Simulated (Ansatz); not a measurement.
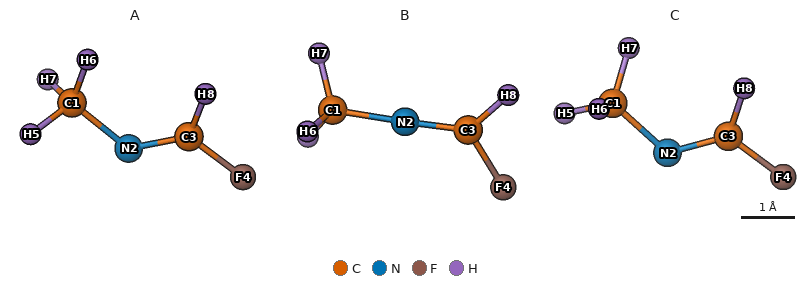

3 geometries from a converged minimum-energy path of C2H4FN, shuffled. A ball-and-stick model, seen at a tilt.

Theory: Ansatz, RKS PBE0-D4/def2-SVP. Settings: 7 movable images; climbing image; force threshold 0.05 eV/Å; iteration limit 60; starting path by image-dependent pair potential.

### Which frame is the transition state?

B. In order along the path, whose images run from 0 to 8: B (image 4, +71.6 kJ/mol), C (image 6, +13.0 kJ/mol), A (image 8, +4.5 kJ/mol). The motion is an in-plane inversion: the angle C1–N2–C3 opens from 122° to 178° on the way and closes on the other side (119° at the end). No bond forms or breaks between the ends. Bond angles that change up to the highest image, for instance: C1–N2–C3 121.7° → 178.0°, N2–C1–H6 114.8° → 108.8°.

Cost: 5 min on 1 thread of Intel(R) Xeon(R) Processor @ 2.70GHz, on a shared host, peak memory 0.15 GiB.
